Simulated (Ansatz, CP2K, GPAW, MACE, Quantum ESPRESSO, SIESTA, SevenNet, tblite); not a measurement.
**Amorphous SnO2 (72 atoms): other programs against plane waves**

Aim: forces, pressure of amorphous SnO2 (72 atoms) at one geometry, from other programs and methods, against plane-wave PBE.

Results are calculated, not measured.

**1. The structure**

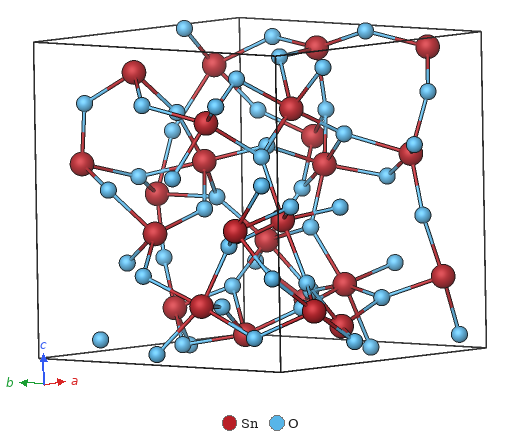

The cell (tin red, oxygen blue). Bonds to atoms that aren't drawn are left out. Some periodic images of atoms are drawn too.

The cell holds 72 atoms (24 Sn and 48 O), with edges of 9.85, 9.85 and 9.85 Å. Recipe: 72 atoms (24 Sn, 48 O) placed at random at 6.03 g/cm³, melted at 5000 K for 10 ps at fixed volume with the Morse and Coulomb pair potential with partial charges (Pedone, Malavasi, Menziani, Cormack and Segre, J. Phys. Chem. B 110, 11780 (2006)). Quenched from 5000 K to 300 K at 50 K/ps and fixed volume, held 10 ps at zero pressure, then minimised at fixed cell. Then every atom was moved at random, 0.02 Å r.m.s. a Cartesian component. The density is 6.28 g/cm³.

**2. The reference input**

Quantum ESPRESSO 7.5: Kohn-Sham DFT, PBE, SSSP efficiency 1.3.0 pseudopotentials, plane waves. Its input, pw.in:

```
&control
  calculation = 'scf'
  pseudo_dir = './pseudo'
  outdir = './tmp'
  disk_io = 'none'
  tprnfor = .true.
  tstress = .true.
/
&system
  ibrav = 0
  nat = 72
  ntyp = 2
  ecutwfc = 60
  ecutrho = 480
  nosym = .true.
  occupations = 'smearing'
  smearing = 'fd'
  degauss = 0.003675
/
&electrons
  conv_thr = 3.6e-07
  electron_maxstep = 100
  mixing_beta = 0.4
  mixing_mode = 'plain'
  diagonalization = 'david'
/
ATOMIC_SPECIES
Sn 118.710 Sn.upf
O 15.999 O.upf
CELL_PARAMETERS angstrom
9.85089 0.00000 0.00000
0.00000 9.85089 0.00000
0.00000 0.00000 9.85089
ATOMIC_POSITIONS crystal
Sn 0.73259 0.67325 0.33158
Sn 0.04863 0.22003 0.43277
Sn 0.50783 0.17790 0.09886
Sn 0.77306 0.46387 0.57745
[... 66 atom lines left out ...]
O 0.38552 0.73193 0.02550
O 0.18453 0.36348 0.36839
K_POINTS gamma
```

```console
$ OMP_NUM_THREADS=1 mpirun -np 4 pw.x -in pw.in > output.txt
```

Wall time 2.3 min (4 MPI ranks of Arm Neoverse V2, shared host); peak memory 3 GiB.

It converged with an r.m.s. force component of 0.69 eV/Å and a pressure of 8.5 GPa.

**3. The other programs**

- CP2K 2026.2: Gaussian basis with GTH pseudopotentials and a plane-wave density; labels give functional, basis (MOLOPT sets; SR short-range, UZH the newer set with its own potentials), grid cutoff/relative cutoff and solver (OT: orbital transformation; TRS4, TC2, SIGN: linear-scaling purification with its sparsity filter), or its built-in tight binding.
- GPAW 26.7.0: PAW with atomic orbitals (LCAO), plane waves or a real-space grid of spacing h.
- MACE: machine-learned potential, published weights.
- SIESTA 5.4.2: numerical atomic orbitals, whose automatically made sets are far from complete, with PseudoDojo norm-conserving potentials that we converted to its format (checked against plane waves on the same files for H, C, O, Si, Ge and Ca alone); labels give functional, basis size, energy shift and mesh cutoff.
- SevenNet: machine-learned potential, published weights.
- tblite 0.8.0: extended tight binding, driven from Python.

All use the same cell and atoms, and the electronic-structure runs the same k-mesh.

**4. Side by side**

Differences are against the reference: forces as r.m.s. over components, share as that over the reference's r.m.s. force, slope as the fitted ratio of a run's forces to the reference's.

```
                                                         run  Δ force, r.m.s. (meV/Å)  share (%)  slope  Δ pressure (GPa)  cores  CPU time  memory (GiB)
                                                   reference                        -          -      -                 -      4   9.4 min           3.0
              CP2K PBE, DZVP-UZH, 600/50 Ry, diagonalisation                      128       18.7  1.015              3.63      4   4.2 min           4.7
CP2K PBE, SZV-MOLOPT-SR, 600/50 Ry, diagonalisation (coarse)                      326       47.5  1.106              13.9      2   4.5 min           2.8
                                GPAW PBE, LCAO dzp, h 0.18 Å                      127       18.6  1.098                 -      1   2.7 min           1.5
                                 MACE MP-0b2 small potential                      148       21.6  0.838            -0.579      1     5.3 s          0.67
                 SIESTA PBE, DZP, shift 0.01 Ry, mesh 500 Ry                      181       26.4  1.163              5.14      2   6.5 min           2.2
        SIESTA PBE, SZP, shift 0.01 Ry, mesh 500 Ry (coarse)                      227       33.1  1.203              6.97      2   6.2 min             2
                                        SevenNet 0 potential                      101       14.7  0.938             0.506      1     6.3 s          0.86
                                     SevenNet l3i5 potential                     70.8       10.3  0.978             0.226      1       8 s           1.3
                                             tblite GFN1-xTB                      441       64.3  0.494             -16.3      1     2.5 s          0.11
```

Rows marked coarse were listed beforehand as settings not expected to be converged; some can still land near the reference.

Times of the machine-learned potentials are mostly Python's start and the loading of weights.

CPU time is summed over cores on shared hosts, so it is rough.

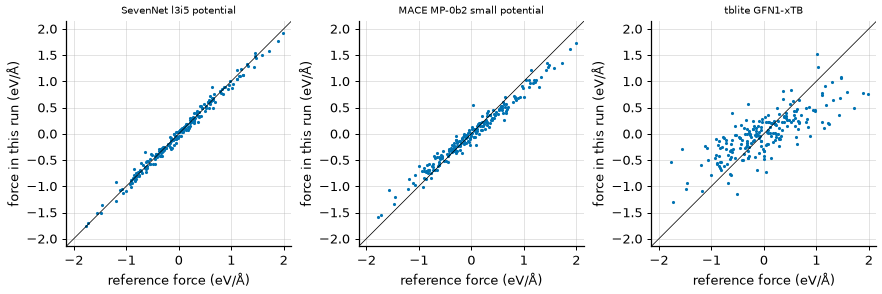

Force components against those of the reference; the line marks equality.

**5. Findings**

Forces lie from 10 % (SevenNet l3i5 potential) to 64 % (tblite GFN1-xTB) of the reference's r.m.s. force of 0.69 eV/Å away from it. The PBE runs in local orbitals, coarse settings apart, differ by 19 % (GPAW PBE, LCAO dzp, h 0.18 Å) to 26 % (SIESTA PBE, DZP, shift 0.01 Ry, mesh 500 Ry); basis, grid and potentials can all enter. Tight binding differs by 64 % (tblite GFN1-xTB); it is another model, with fitted parameters of its own, and the xTB methods hold dispersion. Machine-learned potentials differ by 10 % (SevenNet l3i5 potential) to 22 % (MACE MP-0b2 small potential); they were trained on other programs' data. Among those trained on PBE data the slope goes as low as 0.84, which softening far from their training structures can give, though the reference's k-sampling is untested too.

Runs with settings chosen to be coarse differ by 33 % (SIESTA PBE, SZP, shift 0.01 Ry, mesh 500 Ry) to 47 % (CP2K PBE, SZV-MOLOPT-SR, 600/50 Ry, diagonalisation), their programs' other errors included. SIESTA PBE, SZP, shift 0.01 Ry, mesh 500 Ry stiffens the forces by a factor of 1.20 while following their directions (correlation 0.977); the slopes of the 2 SIESTA runs lie between 1.16 and 1.20. Pressures at PBE, coarse settings apart, lie +3.63 to +5.14 GPa from the reference's.

Caveats: Periodic xTB results under one method name differ between programs and library versions. The potentials hold different valence shells: 624 electrons in the reference, 384 in CP2K with SZV-MOLOPT-SR; this bears on time and differences. The reference's pressure holds the uncorrected Pulay stress of its 60 Ry basis, so small pressure differences may be the reference's own error. Machine-learned potentials mimic data converged in k, so the reference's own k-point error enters their differences. The quench rate of 50 K/ps is many orders above laboratory rates, so the cell is likely richer in defects and strain than a real sample. The network of bonds at the start is that of the classical potential that made the cell, and needn't be the one that DFT or experiment would give. The electronic-structure runs sample only Γ, in a cell whose shortest periodic width is 10 Å. Spin–orbit coupling is left out. Where levels are smeared, the DFT runs use Fermi–Dirac occupations at 580 K (0.05 eV), and energies are free energies. The atoms were displaced at random, and shares hang on the size of the forces that this gives. The reference's cutoffs and mesh weren't converged further here.

[Logs are printed without paths, hosts, clocks, repeated set-up lines and the standing remarks that a program may print on its own settings, such as how far it seeks lower states.]

[Hosts, paths, dates, database ids (printed as entryN), source tags and the programs' standing remarks are cut or masked in the printed files.]

[Cells were taken only where this reference lay near another plane-wave run.]
